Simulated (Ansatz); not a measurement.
**C₂H₅AlS₂: one change and its effect**

System: C₂H₅AlS₂.
Method of run A: RKS PBE0-D4/def2-TZVPP (Ansatz 0.2.0).

The geometry comes from this level: PBE0-D4/def2-TZVP. Text and figures count atoms from 1; the logs count them from 0 in places.

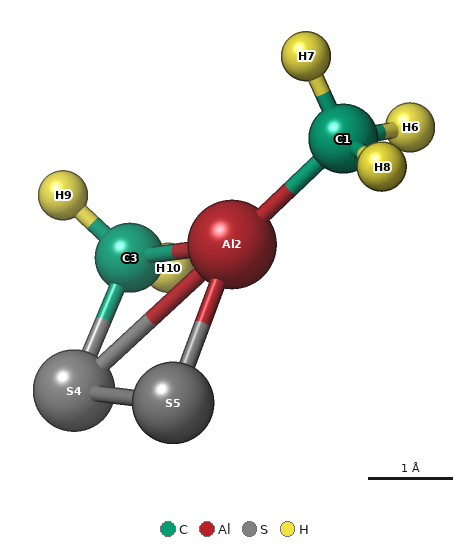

**Figure 1.** The structure (ball-and-stick view, seen at a tilt; atoms are numbered from 1 in the order of the input). Sticks mark near contacts.

Input, run A:
```yaml
crystal:
  periodic: [false, false, false]
  atoms:
    - {symbol: C, position_ang: [-1.808903, -0.697481, -0.052993]}
    - {symbol: Al, position_ang: [-0.114972, 0.219377, -0.270858]}
    - {symbol: C, position_ang: [1.672037, 0.141473, 0.528517]}
    - {symbol: S, position_ang: [2.300602, 1.476009, -0.529913]}
    - {symbol: S, position_ang: [0.503749, 1.825833, -1.601107]}
    - {symbol: H, position_ang: [-1.701445, -1.771043, -0.235796]}
    - {symbol: H, position_ang: [-2.191058, -0.580746, 0.965765]}
    - {symbol: H, position_ang: [-2.563903, -0.311815, -0.742583]}
    - {symbol: H, position_ang: [1.746802, 0.423699, 1.581062]}
    - {symbol: H, position_ang: [2.240091, -0.776306, 0.360908]}
basis:
  gaussian: {orbitals: def2-TZVPP}
hamiltonian: {xc: pbe0, dispersion: d4}
output: {orbitals: {seedname: orbitals}}
```

Hardware: 4 CPU threads, shared host.

Output (run A):
```
Functional definition: PBE0
  parameter a = 0.25
  parameter kappa = 0.804
  parameter beta = 0.06672455060314922
  exchange = (1 - a)*pbe_x(kappa = kappa, mu = beta*pi^2/3) + a*exact_x
  correlation = pbe_c(beta = beta)
1585 factors; their error is unknown
mean field evaluation 1: about -30402.6727 eV, gradient 6.8e1 eV
mean field evaluation 2: about -30396.9082 eV, gradient 7.7e1 eV
mean field evaluation 4: about -30412.9750 eV, gradient 5.3e0 eV
mean field evaluation 8: about -30413.0703 eV, gradient 3.4e-1 eV
mean field evaluation 16: about -30413.0705 eV, gradient 2.0e-5 eV
mean field -30413.07047845 eV, -1117.6597253634 hartree, gradient 2.0e-5 eV, S^2 0.000000; 0 other end points of the search recorded, 0 dependent functions left out
reference -30413.07051097 eV, -1117.6597265587 hartree; 31, 31 occupied and 227, 227 virtual orbitals, 1585 factors
Total energy: -30413.30166407 eV, -1117.6682212781 hartree
```

For run B the input was changed thus:
```diff
-  gaussian: {orbitals: def2-TZVPP}
+  gaussian: {orbitals: "def2-QZVPP.json"}
```

What does this change do to the results?

The total energy of run B is 22.6 kcal/mol lower, which measures the change of basis and not a stability. The LUMO goes from −1.02 to −1.10 eV. The basis functions go from 258 to 474.

Output (run B):
```
Functional definition: PBE0
  parameter a = 0.25
  parameter kappa = 0.804
  parameter beta = 0.06672455060314922
  exchange = (1 - a)*pbe_x(kappa = kappa, mu = beta*pi^2/3) + a*exact_x
  correlation = pbe_c(beta = beta)
1809 factors; their error is unknown
mean field evaluation 1: about -30402.2034 eV, gradient 7.2e1 eV
mean field evaluation 2: about -30394.7859 eV, gradient 8.4e1 eV
mean field evaluation 4: about -30413.9230 eV, gradient 6.3e0 eV
mean field evaluation 8: about -30414.0215 eV, gradient 1.4e-1 eV
mean field evaluation 16: about -30414.0490 eV, gradient 1.1e-4 eV
mean field -30414.04901482 eV, -1117.6956859118 hartree, gradient 3.6e-5 eV, S^2 0.000000; 0 other end points of the search recorded, 0 dependent functions left out
reference -30414.04905539 eV, -1117.6956874026 hartree; 31, 31 occupied and 443, 443 virtual orbitals, 1809 factors
Total energy: -30414.28020848 eV, -1117.7041821220 hartree
```

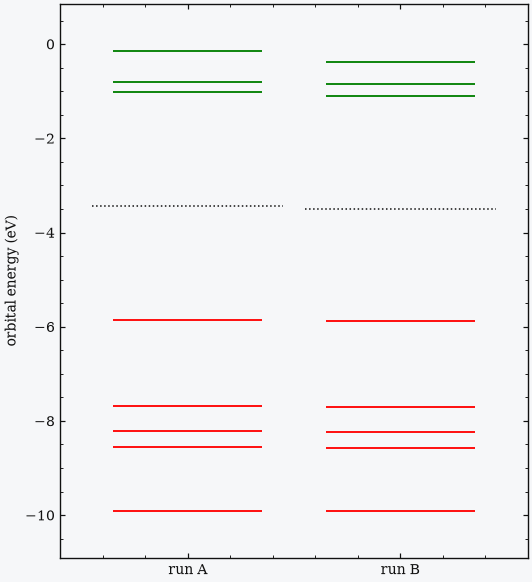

**Figure 2.** The five highest filled and three lowest empty orbital energies of the two runs; the dotted lines part filled from empty levels. The HOMO–LUMO gap is 4.83 eV in run A and 4.78 eV in run B.

The two runs side by side:

| quantity | run A | run B |
| --- | --- | --- |
| outcome | converged | converged |
| total energy (hartree) | −1117.668221 | −1117.704182 |
| HOMO (eV) | −5.85 | −5.88 |
| LUMO (eV) | −1.02 | −1.10 |
| basis functions | 258 | 474 |
| wall time (shared host) | 3.8 s | 11 s |
